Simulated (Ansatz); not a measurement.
**CH5Ge (SMILES [CH3][GeH2]) at UB3LYP/6-31G(d) (Cartesian functions)**

Aim: the vertical ionisation energy of CH5Ge at UB3LYP/6-31G* (Cartesian functions), from 2 runs. 

The results are computed with Ansatz 0.2.0.

36 further runs of the same task are left out: 36 set aside as unsound or not needed.

## (1) The system as given

CH5Ge: 7 atoms, total charge 0, spin state doublet. SMILES: `[CH3][GeH2]`. The coordinates come from a PBE0-D4/def2-TZVP relaxation.

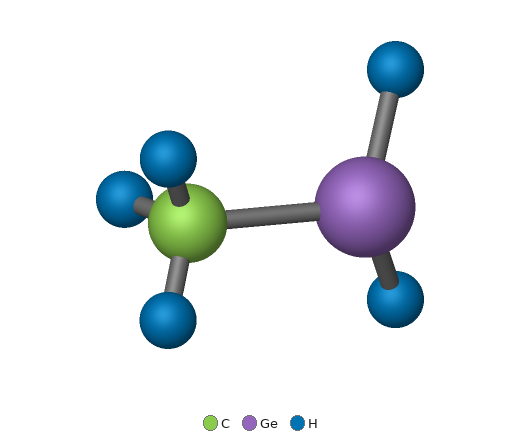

Viewed from a chosen angle; carbon green, germanium purple, hydrogen blue.

## (2) A single-point energy at UB3LYP/6-31G(d) (Cartesian functions)

The input, input.yaml:

```yaml
crystal:
  periodic: [false, false, false]
  atoms:
    - {symbol: C, position_ang: [-0.247600, -0.809300, -0.206400]}
    - {symbol: Ge, position_ang: [0.396000, 0.824800, 0.663000]}
    - {symbol: H, position_ang: [-1.153200, -1.166400, 0.283800]}
    - {symbol: H, position_ang: [0.513100, -1.588100, -0.157000]}
    - {symbol: H, position_ang: [-0.473200, -0.603400, -1.255600]}
    - {symbol: H, position_ang: [-0.673100, 1.940800, 0.621200]}
    - {symbol: H, position_ang: [1.699200, 1.333700, 0.005300]}
basis:
  gaussian:
    orbitals: "6-31G*"
magnetization:
  spin_polarized: true
  initial_magnetization: 1
hamiltonian:
  xc: {name: B3LYP}
accuracy: high
output: {orbitals: {seedname: orbitals}}
```

Launch:

```bash
ansatz run input.yaml --threads 1 --pin off --max-ram 3480MiB --events-out events.jsonl --progress --plain --runs-dir runs
```

The log of the run:

```text
Warning: RAYON_NUM_THREADS=1 ignored (pool sized by the plan → 1); use --threads N
Functional definition: B3LYP
  name "B3LYP"
  parameter a0 = 0.2
  parameter ax = 0.72
  parameter ac = 0.81
  exchange = (1 - a0 - ax)*slater_x + ax*b88_x + a0*exact_x
  correlation = (1 - ac)*vwn_rpa_c + ac*lyp_c
1255 factors; integrals over basis functions are off by at most 4.6e-9 eV
mean field evaluation 1: about -57624.9718 eV, gradient 3.1e1 eV
mean field evaluation 2: about -57621.6046 eV, gradient 3.8e1 eV
mean field evaluation 4: about -57629.1626 eV, gradient 4.9e-1 eV
mean field evaluation 8: about -57629.2469 eV, gradient 8.5e-2 eV
mean field evaluation 16: about -57629.2469 eV, gradient 3.2e-5 eV
mean field -57629.24689736 eV, -2117.8357609713 hartree, gradient 8.0e-8 eV, S^2 0.750958; 0 other end points of the search recorded, 0 dependent functions left out
reference -57629.24693351 eV, -2117.8357623001 hartree; 22, 21 occupied and 38, 39 virtual orbitals, 1255 factors
Total energy: -57629.24693351 eV, -2117.8357623001 hartree
```

Wall time 6.9 s (1 thread of Arm Neoverse V2, shared host); peak memory 0.24 GiB.

## (3) The singlet cation at the same level

The input, in.yaml:

```yaml
crystal:
  periodic: [false, false, false]
  atoms:
    - {symbol: C, position_ang: [-0.247600, -0.809300, -0.206400]}
    - {symbol: Ge, position_ang: [0.396000, 0.824800, 0.663000]}
    - {symbol: H, position_ang: [-1.153200, -1.166400, 0.283800]}
    - {symbol: H, position_ang: [0.513100, -1.588100, -0.157000]}
    - {symbol: H, position_ang: [-0.473200, -0.603400, -1.255600]}
    - {symbol: H, position_ang: [-0.673100, 1.940800, 0.621200]}
    - {symbol: H, position_ang: [1.699200, 1.333700, 0.005300]}
basis:
  gaussian: {orbitals: "6-31G*"}
accuracy: high
total_charge: 1
hamiltonian: {xc: {name: B3LYP}}
output: {orbitals: {seedname: orbitals}}
```

Launch:

```bash
ansatz run in.yaml --threads 1 --pin off --max-ram 3480MiB --events-out events.jsonl --progress --plain --runs-dir runs
```

The log of the run:

```text
Warning: RAYON_NUM_THREADS=1 ignored (pool sized by the plan → 1); use --threads N
Functional definition: B3LYP
  name "B3LYP"
  parameter a0 = 0.2
  parameter ax = 0.72
  parameter ac = 0.81
  exchange = (1 - a0 - ax)*slater_x + ax*b88_x + a0*exact_x
  correlation = (1 - ac)*vwn_rpa_c + ac*lyp_c
1255 factors; integrals over basis functions are off by at most 4.6e-9 eV
mean field evaluation 1: about -57609.9200 eV, gradient 6.8e1 eV
mean field evaluation 2: about -57578.9367 eV, gradient 1.1e2 eV
mean field evaluation 4: about -57620.9947 eV, gradient 6.8e0 eV
mean field evaluation 8: about -57621.1446 eV, gradient 5.4e-1 eV
mean field evaluation 16: about -57621.1457 eV, gradient 2.8e-5 eV
mean field -57621.14565570 eV, -2117.5380458317 hartree, gradient 8.4e-9 eV, S^2 0.000000; 0 other end points of the search recorded, 0 dependent functions left out
reference -57621.14568962 eV, -2117.5380470782 hartree; 21, 21 occupied and 39, 39 virtual orbitals, 1255 factors
Total energy: -57621.14568962 eV, -2117.5380470782 hartree
```

It took 3.9 s on 1 thread of Arm Neoverse V2, shared host; peak memory 0.16 GiB.

## (4) Outcome

Level: UB3LYP/6-31G* (Cartesian functions).

| quantity | value |
| --- | --- |
| doublet CH5Ge: total energy | -2117.83576 Eh |
| doublet CH5Ge: HOMO energy (highest over α and β) | -5.47 eV |
| doublet CH5Ge: LUMO energy (lowest over α and β) | -2.69 eV |
| doublet CH5Ge: ⟨S²⟩ | 0.751 |
| singlet cation: total energy | -2117.53805 Eh |
| singlet cation: HOMO energy | -15.25 eV |
| singlet cation: LUMO energy | -10.66 eV |
| singlet cation: HOMO–LUMO gap | 4.58 eV |
| vertical ionisation energy (to the singlet cation) | 8.101 eV |

**Reading.** Removing an electron at fixed nuclei costs 8.10 eV (782 kJ/mol). Only the singlet of the ionised species was computed; a triplet could lie lower.
